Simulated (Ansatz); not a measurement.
## Fields on a plane of Ge (space group P4_32_12)

```
Ge
1.0
    5.92896     0.00000     0.00000
    0.00000     5.92896     0.00000
    0.00000     0.00000     6.95422
Ge
12
Direct
  0.08837   0.08837   0.00000
  0.41163   0.58837   0.75000
  0.91163   0.91163   0.50000
  0.58837   0.41163   0.25000
  0.17187   0.36905   0.25768
  0.13095   0.67187   0.00768
  0.82813   0.63095   0.75768
  0.86905   0.32813   0.50768
  0.67187   0.13095   0.99232
  0.63095   0.82813   0.24232
  0.32813   0.86905   0.49232
  0.36905   0.17187   0.74232
```

The slice is a (0 -1 1) plane (indices of the conventional cell) through the point (0.672, 0.131, 0.992) (fractional), spanned by u = [100] and v = [011] in vectors of this cell: u (5.93 Å) and v (9.14 Å, at 90° to u). It covers one period; positions are fractions (u, v).

Atoms on it: Ge at (0.42, 0.99), 0.2 Å off the plane; Ge at (0.92, 0.27), 0.1 Å off the plane; Ge at (0.50, 0.25), 0.1 Å off the plane; Ge at (0.00, 0.00). Other atoms lie within 1 Å of the plane.

Computed with PBEsol (plane waves to 420 eV, PAW, scalar-relativistic; Ansatz, a quantum-chemistry and plane-wave program). k mesh 5×5×4. Inside the PAW spheres the values are not all-electron values, and peaks at nuclei hang on which shells count as valence. Ge was relaxed with its symmetry unable to fall. This is one of several known forms of Ge; the measured ambient cells at hand have space group No. 227.

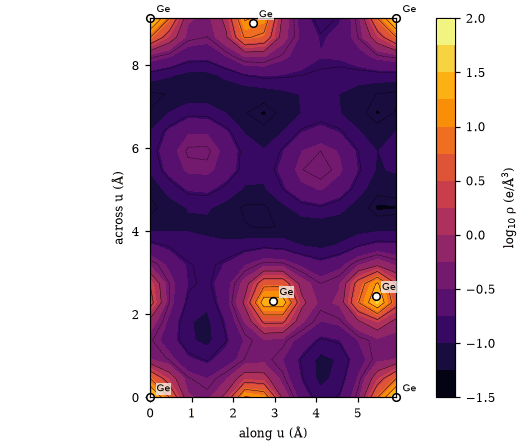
Log₁₀ of the valence density in e/Å³, one period of the plane, atoms marked. The scale is logarithmic, as a density can span decades between atoms and voids.

```
|**.:@*==-::-#|
|#*..*%=.:-..=|
|-:. .:. .-: .|
|...     .::. |
| ..     .::. |
| ..    .:--. |
| ..    .:-:. |
| .:::  .:.   |
| .:-:. .:.   |
|  .::. .:.   |
|  .:. .:.    |
|. .:..:=: .--|
|-:::.-#%- -@#|
|++-::*#*= *@-|
|=+-:=%-:- *#.|
|-:..-%#*= -*-|
|    .-==:  ..|
|=-  .:..   :=|
|**:.*+--:.:+%|
|.=.:@-:=-::**|
```
Scale: ten equal steps from 0.003 (start of ' ') to 0.020 (end of '@'), in the order ' .:-=+*#%@'. Values: density of the lowest conduction band (whole band as if filled, smooth part) in e/Å³. The map has 13 points along u (one character each, u = 0 at the left) and 20 along v (v = 0 in the bottom row).
